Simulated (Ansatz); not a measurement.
# BHF2 + H2O + H2O: a complex and its separated parts, part 3 of 3

Ansatz 0.2.0, Gaussian basis.

### 20 CCSD(T)/def2-TZVPP

The inputs:

parta/in.yaml

```yaml
crystal:
  periodic: [false, false, false]
  atoms:
    - {symbol: B, position_ang: [-0.843869, -0.315198, -1.107141]}
    - {symbol: H, position_ang: [-2.034326, -0.272386, -1.105375]}
    - {symbol: F, position_ang: [-0.202598, -1.311682, -0.541124]}
    - {symbol: F, position_ang: [-0.134749, 0.632912, -1.675299]}
basis:
  gaussian: {orbitals: def2-TZVPP}
correlation: {method: ccsd_t}
```

partb/in.yaml

```yaml
crystal:
  periodic: [false, false, false]
  atoms:
    - {symbol: H, position_ang: [0.064141, 0.543618, 0.850451]}
    - {symbol: O, position_ang: [-0.816193, 0.663442, 0.487892]}
    - {symbol: H, position_ang: [-1.407383, 0.271316, 1.134043]}
basis:
  gaussian: {orbitals: def2-TZVPP}
correlation: {method: ccsd_t}
```

partc/in.yaml

```yaml
crystal:
  periodic: [false, false, false]
  atoms:
    - {symbol: H, position_ang: [1.475775, -0.741328, 0.391041]}
    - {symbol: O, position_ang: [1.614169, -0.006680, 0.992696]}
    - {symbol: H, position_ang: [2.285037, 0.535988, 0.572817]}
basis:
  gaussian: {orbitals: def2-TZVPP}
correlation: {method: ccsd_t}
```

Each run has its own folder and the same command.

Command:

```bash
$ ansatz run in.yaml --threads 4 --pin off --events-out ev --progress --plain --max-ram 9574MiB
```

parta printed, shortened:

```text
Functional definition: HF
  name "HF"
  cite "Fock, Z. Phys. 61, 126 (1930) doi:10.1007/BF01340294"
  parent pbe
[...]
690 factors; integrals over basis functions are off by at most 8.4e-4 eV
[...]
mean field -6105.31259117 eV, -224.3660993961 hartree, gradient 1.0e-6 eV, S^2 0.000000; 0 other end points of the search recorded, 0 dependent functions left out
3 core orbitals not correlated: weight in the atoms' cores, before any rotation towards them, 1.000 or more for the frozen orbitals, at most 0.000 for the correlated occupied ones
reference -6105.31259117 eV, -224.3660993961 hartree; 9, 9 occupied and 95, 95 virtual orbitals, 690 factors
second order -16.20495646 eV of doubles, -0.00000000 eV of singles
cycle   1  -16.03647644 eV  change    1.7e-1 eV  update   8.1e-2
[...]
cycle   9  -16.41683546 eV  change   -3.2e-6 eV  update   6.2e-6
perturbative correction -0.46354458 eV, -0.0170349490 hartree
Total energy: -6122.19297121 eV, -224.9864419204 hartree
```

partb printed, shortened:

```text
[... 4 set-up lines as earlier in the session ...]
[...]
361 factors; integrals over basis functions are off by at most 7.6e-4 eV
[...]
mean field -2069.76241931 eV, -76.0623659742 hartree, gradient 3.6e-6 eV, S^2 0.000000; 0 other end points of the search recorded, 0 dependent functions left out
1 core orbitals not correlated: weight in the atoms' cores, before any rotation towards them, 1.000 or more for the frozen orbitals, at most 0.000 for the correlated occupied ones
reference -2069.76241931 eV, -76.0623659742 hartree; 4, 4 occupied and 54, 54 virtual orbitals, 361 factors
second order -7.10555397 eV of doubles, -0.00000000 eV of singles
cycle   1  -7.11161881 eV  change   -6.1e-3 eV  update   4.1e-2
[...]
cycle   8  -7.26607248 eV  change    3.4e-6 eV  update   7.2e-6
perturbative correction -0.20740179 eV, -0.0076218754 hartree
Total energy: -2077.23589358 eV, -76.3370110882 hartree
```

Log of partc, shortened:

```text
[... 4 set-up lines as earlier in the session ...]
[...]
361 factors; integrals over basis functions are off by at most 7.6e-4 eV
[...]
mean field -2069.76233406 eV, -76.0623628415 hartree, gradient 3.6e-6 eV, S^2 0.000000; 0 other end points of the search recorded, 0 dependent functions left out
1 core orbitals not correlated: weight in the atoms' cores, before any rotation towards them, 1.000 or more for the frozen orbitals, at most 0.000 for the correlated occupied ones
reference -2069.76233406 eV, -76.0623628415 hartree; 4, 4 occupied and 54, 54 virtual orbitals, 361 factors
second order -7.10566761 eV of doubles, -0.00000000 eV of singles
cycle   1  -7.11170208 eV  change   -6.0e-3 eV  update   4.1e-2
[...]
cycle   8  -7.26617308 eV  change    3.5e-6 eV  update   7.2e-6
perturbative correction -0.20741517 eV, -0.0076223670 hartree
Total energy: -2077.23592232 eV, -76.3370121442 hartree
```

Times: 3.4 s (parta), 0.35 s (partb), 0.3 s (partc) on 4 threads of Arm Neoverse N1, shared host.

### 21 Vibrations of BHF2

File vib-parta/in.yaml:

```yaml
crystal:
  periodic: [false, false, false]
  atoms:
    - {symbol: B, position_ang: [-0.843869, -0.315198, -1.107141]}
    - {symbol: H, position_ang: [-2.034326, -0.272386, -1.105375]}
    - {symbol: F, position_ang: [-0.202598, -1.311682, -0.541124]}
    - {symbol: F, position_ang: [-0.134749, 0.632912, -1.675299]}
basis:
  gaussian: {orbitals: def2-TZVP}
hamiltonian: {xc: pbe0, dispersion: d4}
phonons: {temperatures: {t_min: 298.15, t_max: 900, t_step: 200}}
```

Command:

```bash
$ ansatz run in.yaml --threads 4 --pin off --events-out ev --progress --plain --max-ram 9574MiB
```

The program printed, shortened:

```text
[... 5 set-up lines as earlier in the session ...]
[...]
525 factors; their error is unknown
[...]
mean field -6125.84377645 eV, -225.1206065386 hartree, gradient 2.8e-5 eV, S^2 0.000000; 0 other end points of the search recorded, 0 dependent functions left out
[...]
Atom 1 at    -2.034326    -0.272386    -1.105375 Å, force     0.000359    -0.000767     0.000482 eV/Å
Atom 2 at    -0.202598    -1.311682    -0.541124 Å, force    -0.000036     0.000273    -0.000121 eV/Å
Atom 3 at    -0.134749     0.632912    -1.675299 Å, force     0.001120     0.000035    -0.000008 eV/Å
Dipole moment:    -0.184817     0.006606     0.000305 e Å
Vibrations: 539.27 925.26 1088.36 1187.12 1444.62 2693.83 cm⁻¹, zero-point energy 0.488402 eV
```

Run time: 12 s. Hardware: 4 threads of Arm Neoverse N1, shared host.

Wavenumbers and character of the modes:

```
mode  wavenumber (cm⁻¹)          character
   1                539               bend
   2                925  out-of-plane bend
   3               1088               bend
   4               1187        B–F stretch
   5               1445        B–F stretch
   6               2694        B–H stretch
```

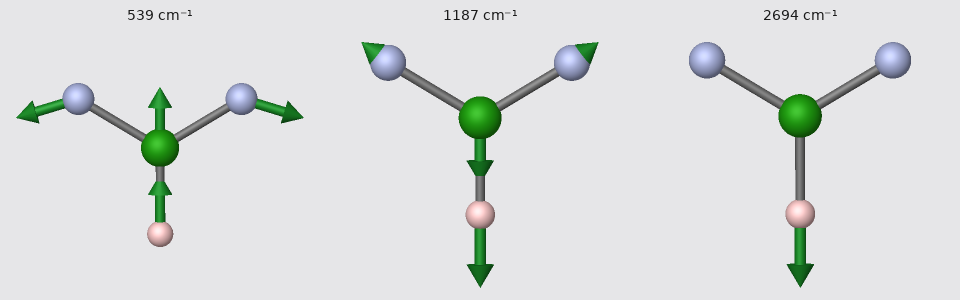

How the atoms move in 3 of the modes.

Vibrational sums (real modes only):

```
T (K)  entropy (J/mol/K)  heat capacity (J/mol/K)
  298                3.4                      9.3
  498               11.1                     21.3
  698               19.8                     29.6
  898               27.9                     35.0
```

### 22 Vibrations of H2O

File vib-partb/in.yaml:

```yaml
crystal:
  periodic: [false, false, false]
  atoms:
    - {symbol: H, position_ang: [0.064141, 0.543618, 0.850451]}
    - {symbol: O, position_ang: [-0.816193, 0.663442, 0.487892]}
    - {symbol: H, position_ang: [-1.407383, 0.271316, 1.134043]}
basis:
  gaussian: {orbitals: def2-TZVP}
hamiltonian: {xc: pbe0, dispersion: d4}
phonons: {temperatures: {t_min: 298.15, t_max: 900, t_step: 200}}
```

Command:

```bash
$ ansatz run in.yaml --threads 4 --pin off --events-out ev --progress --plain --max-ram 9574MiB
```

The program printed, shortened:

```text
[... 5 set-up lines as earlier in the session ...]
[...]
239 factors; their error is unknown
[...]
mean field -2078.33307683 eV, -76.3773318286 hartree, gradient 1.2e-5 eV, S^2 0.000000; 0 other end points of the search recorded, 0 dependent functions left out
[...]
Total energy: -2078.33734663 eV, -76.3774887411 hartree
Atom 0 at     0.064141     0.543618     0.850451 Å, force    -0.000181    -0.000054     0.000074 eV/Å
Atom 1 at    -0.816193     0.663442     0.487892 Å, force     0.000242     0.000212    -0.000362 eV/Å
Atom 2 at    -1.407383     0.271316     1.134043 Å, force    -0.000061    -0.000158     0.000288 eV/Å
Dipole moment:     0.106615    -0.188772     0.371944 e Å
Vibrations: 1622.84 3851.64 3959.39 cm⁻¹, zero-point energy 0.584825 eV
```

It took 1.6 s on 4 threads of Arm Neoverse N1, shared host.

The modes, with what each moves most:

```
mode  wavenumber (cm⁻¹)    character
   1               1623         bend
   2               3852  O–H stretch
   3               3959  O–H stretch
```

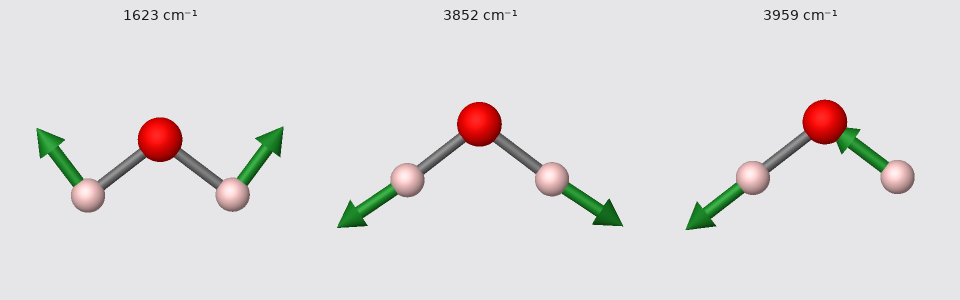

How the atoms move in 3 of the modes.

Vibrational sums (real modes only):

```
T (K)  entropy (J/mol/K)  heat capacity (J/mol/K)
  298                0.0                      0.2
  498                0.4                      1.7
  698                1.4                      3.9
  898                2.6                      6.1
```

### 23 Vibrations of H2O

File vib-partc/in.yaml:

```yaml
crystal:
  periodic: [false, false, false]
  atoms:
    - {symbol: H, position_ang: [1.475775, -0.741328, 0.391041]}
    - {symbol: O, position_ang: [1.614169, -0.006680, 0.992696]}
    - {symbol: H, position_ang: [2.285037, 0.535988, 0.572817]}
basis:
  gaussian: {orbitals: def2-TZVP}
hamiltonian: {xc: pbe0, dispersion: d4}
phonons: {temperatures: {t_min: 298.15, t_max: 900, t_step: 200}}
```

Command:

```bash
$ ansatz run in.yaml --threads 4 --pin off --events-out ev --progress --plain --max-ram 9574MiB
```

The program printed, shortened:

```text
[... 5 set-up lines as earlier in the session ...]
[...]
239 factors; their error is unknown
[...]
mean field -2078.33307638 eV, -76.3773318122 hartree, gradient 1.2e-5 eV, S^2 0.000000; 0 other end points of the search recorded, 0 dependent functions left out
[...]
Total energy: -2078.33734641 eV, -76.3774887328 hartree
Atom 0 at     1.475775    -0.741328     0.391041 Å, force    -0.000742     0.000328     0.001491 eV/Å
Atom 1 at     1.614169    -0.006680     0.992696 Å, force     0.001547    -0.000558    -0.002968 eV/Å
Atom 2 at     2.285037     0.535988     0.572817 Å, force    -0.000805     0.000230     0.001477 eV/Å
Dipole moment:     0.196320    -0.070782    -0.376633 e Å
Vibrations: 1623.11 3851.30 3958.89 cm⁻¹, zero-point energy 0.584790 eV
```

Wall time 0.9 s (4 threads of Arm Neoverse N1, shared host).

The modes, with what each moves most:

```
mode  wavenumber (cm⁻¹)    character
   1               1623         bend
   2               3851  O–H stretch
   3               3959  O–H stretch
```

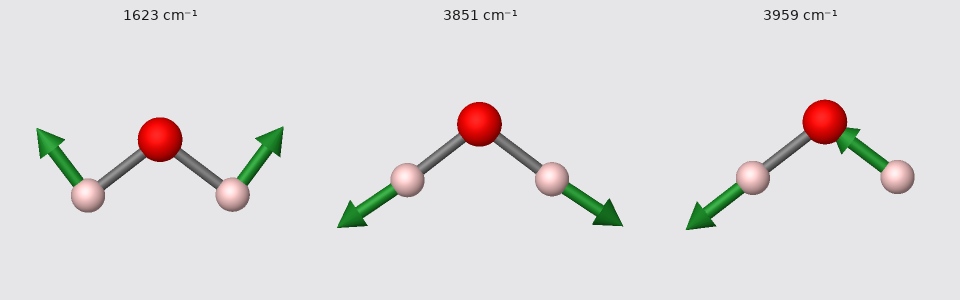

Displacements of 3 modes, as arrows.

Vibrational sums (real modes only):

```
T (K)  entropy (J/mol/K)  heat capacity (J/mol/K)
  298                0.0                      0.2
  498                0.4                      1.7
  698                1.4                      3.9
  898                2.6                      6.1
```

### 24 Complex less separated parts

The complex's own energies come from single points at the same levels.

Rows are in def2-TZVPP; times add the 4 runs of a level on a shared host, so small differences are noise.

Differences are taken before rounding.

```
      method                    rung  complex less parts (eV)  from CCSD(T) (eV)     time
       SPW92                     LDA                   -1.686             -0.779    2.1 s
      PBE-D4                     GGA                   -1.028             -0.120    3.2 s
     BLYP-D4                     GGA                   -0.842             +0.065    3.5 s
   r2SCAN-D4                meta-GGA                   -1.062             -0.155    7.4 s
      B97M-V                meta-GGA                   -0.947             -0.040     14 s
     PBE0-D4                  hybrid                   -1.019             -0.111    4.2 s
    B3LYP-D4                  hybrid                   -0.890             +0.018      4 s
  r2SCAN0-D4                  hybrid                   -1.056             -0.149    7.4 s
    BHLYP-D4                  hybrid                   -0.919             -0.012    3.9 s
CAM-B3LYP-D4  range-separated hybrid                   -1.017             -0.110    4.5 s
     wB97X-V  range-separated hybrid                   -0.968             -0.060     11 s
     wB97M-V  range-separated hybrid                   -0.983             -0.075     12 s
      B2PLYP           double hybrid                   -0.830             +0.077    7.7 s
    PBE-QIDH           double hybrid                   -0.975             -0.068    8.2 s
  RPA on PBE                     RPA                   -0.811             +0.096    8.2 s
Hartree-Fock            wavefunction                   -0.409             +0.499         
         MP2            wavefunction                   -0.918             -0.011         
        CCSD            wavefunction                   -0.837             +0.071         
     CCSD(T)            wavefunction                   -0.907                  0  3.6 min
```

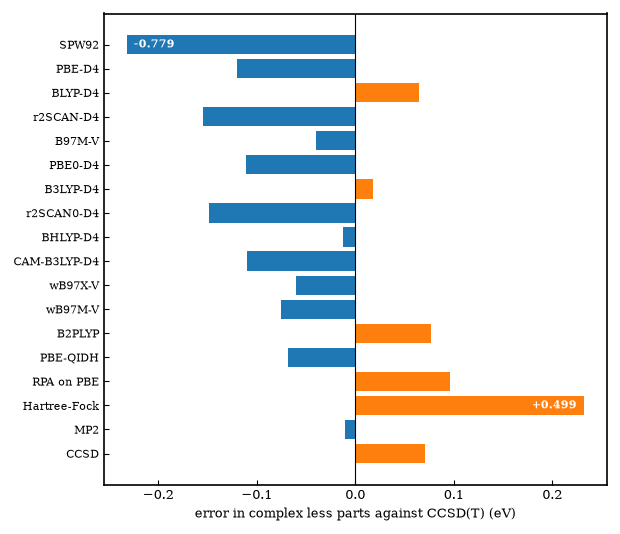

Error of each method against CCSD(T). Bars with a number in them are cut short.

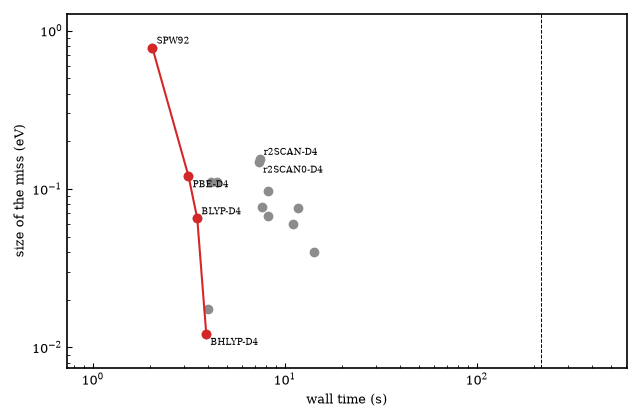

Accuracy for the time spent; red marks the levels that beat every quicker one drawn (of those quicker than the yardstick), and the dashed line is the time of CCSD(T). Only those levels and the largest misses are named. Times are from a shared host.

For cost: BHLYP-D4 gets within 0.012 eV in 3.9 s, where CCSD(T) took 3.6 min; the quickest level in the cost chart, SPW92, takes 2.1 s and misses by 0.779 eV.

The complex's zero-point energy, from a separate PBE0-D4 run, is 1.916 eV.

### 25 What came out

What follows sums up all 3 parts.

```
                              quantity      value
complex less parts, CCSD(T)/def2-TZVPP  -0.907 eV
                with zero-point energy  -0.650 eV
                 largest T1 diagnostic      0.013
```

At CCSD(T) the complex lies 0.907 eV below its parts. BHLYP-D4 is the best functional here (-0.012 eV from CCSD(T)); SPW92 is the worst (-0.779 eV). Mean unsigned error by rung: LDA 0.779, GGA 0.093, meta-GGA 0.097, hybrid 0.072, range-separated hybrid 0.082, double hybrid 0.072 eV. The double hybrids carry no dispersion term here, unlike the levels marked D4 or V. PBE-D4 gives a relative energy 0.120 eV too low, outside chemical accuracy (1 kcal/mol, 0.043 eV). No counterpoise was applied, and triple zeta lacks some correlation, so the CCSD(T) reference has a basis error of its own, and close matches with it are partly luck.
